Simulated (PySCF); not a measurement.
# BFH5P: the cost of one run

Programs: PySCF 2.14.0, with routines of our own; each step states its level. All values are computed. Atoms count from 0.

## (1) The starting structure

8 atoms, charge 0, multiplicity 1; geometry from: GFN2-xTB.

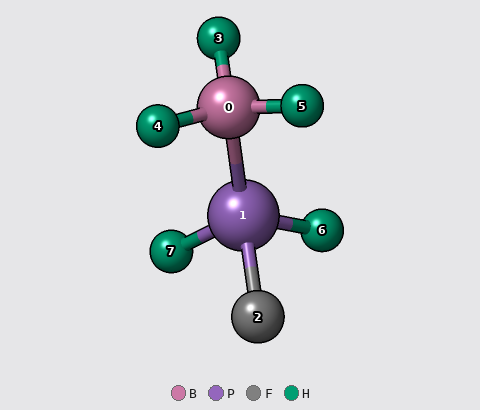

The starting geometry (boron pink, phosphorus purple, fluorine grey, hydrogen teal).

## (2) Optimising the geometry at PBE0-D3(BJ)/def2-SVP

The job: settings as JSON, then the geometry in Å.

```
{"job": {"xc": "PBE0", "basis": "def2-SVP", "d3": "d3bj", "grid": 1, "kind": "geom"}, "charge": 0, "multiplicity": 1}
B      1.101809     0.143656     0.089391
P     -0.761364    -0.204534    -0.001725
F     -1.550680     0.938203    -0.829037
H      1.562314    -0.755309     0.713584
H      1.458930     0.164023    -1.045459
H      1.183275     1.194542     0.641551
H     -1.636711    -0.196841     1.084407
H     -1.348515    -1.274326    -0.677278
```

Started as:

```
OMP_NUM_THREADS=1 python excited_run.py task.json out
```

This one command runs all jobs of the session in turn.

**Question.** How long does this first job take on 1 thread of Arm Neoverse V1, shared host, and how much memory does it need?

About 8.6 s, with a peak of 0.43 GiB.
